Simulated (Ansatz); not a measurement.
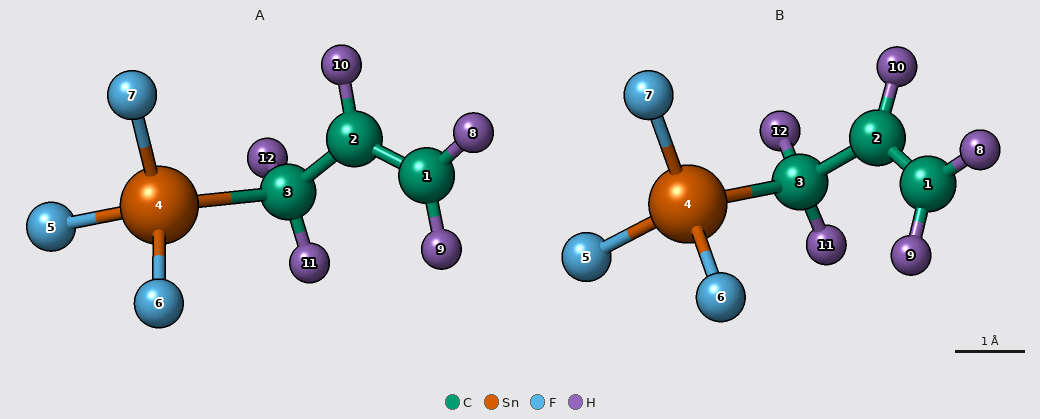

Two geometries of C₃H₅F₃Sn (coarse preliminary run), drawn at one scale. One is the start of a relaxation, the other its converged end. Style: ball-and-stick. Shown from a free direction.

The calculation used RKS PBE-D4/def2-SVP in Ansatz. (force threshold 0.03 eV/Å; at most 200 steps)

**Which of the two is the end point?**

Structure A is the relaxed one. The start comes from a force field. The atom that moves furthest after the best rigid fit is H9 (0.85 Å). Largest moves by element: H 0.85 Å, F 0.64 Å, C 0.31 Å, Sn 0.14 Å. Some distances before and after: C3–Sn4 2.081 → 2.184 Å, Sn4–F6 2.003 → 1.948 Å, Sn4–F5 1.983 → 1.950 Å, Sn4–F7 1.916 → 1.949 Å. Bond angles that change, for instance: Sn4–C3–H11 113.6° → 104.9°, C2–C3–H12 105.7° → 114.2°, C3–Sn4–F5 109.5° → 115.9°. Groups turn about C2–C3 by about 35°, C3–Sn4 by about 20°. The energy falls by 33.4 kJ/mol in 22 geometry steps. The largest force component goes from 2.6 to 0.013 eV/Å. Cost: 39 s on 4 threads of Arm Neoverse V2, with other jobs on the host.
